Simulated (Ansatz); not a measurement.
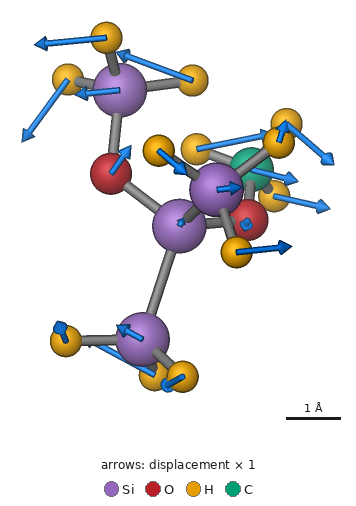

This is a relaxation of CH12O2Si4. The starting structure is drawn; blue arrows show the displacements, at their true length. The two geometries are superimposed by the best rigid fit.

The picture is a ball-and-stick view, seen from a free direction.

The run prepares the start of a later molecular dynamics calculation, from a guessed geometry.

Method: RKS B3LYP-D4/6-31G (Ansatz). (no spin polarisation; force threshold 0.02 eV/Å; at most 40 steps)

Atoms of which element are displaced furthest, and by how much?

Hydrogen: up to 1.68 Å, against 0.99 Å for carbon.

What did the optimiser do to the structure, and how much energy did it gain?

The energy falls by 2.010 eV in 35 geometry steps. The largest force component goes from 1.9 to 0.019 eV/Å. The atom that moves furthest after the best rigid fit is an H atom (1.68 Å). Largest moves by element: H 1.68 Å, C 0.99 Å, Si 0.88 Å, O 0.68 Å. Some distances before and after: Si–Si 2.980 → 3.325 Å, Si–Si 2.218 → 2.376 Å, O–Si 1.679 → 1.737 Å, H–Si 1.460 → 1.506 Å. Among the angles between lasting bonds that change: Si–O–Si 125.0° → 154.5°, Si–Si–Si 109.5° → 117.4°, Si–Si–O 109.5° → 102.0°. Groups turn about O–Si by about 105°, O–Si by about 100°, O–Si by about 50°.

Limits of the set-up: the basis has no polarisation functions, which atoms past neon need.
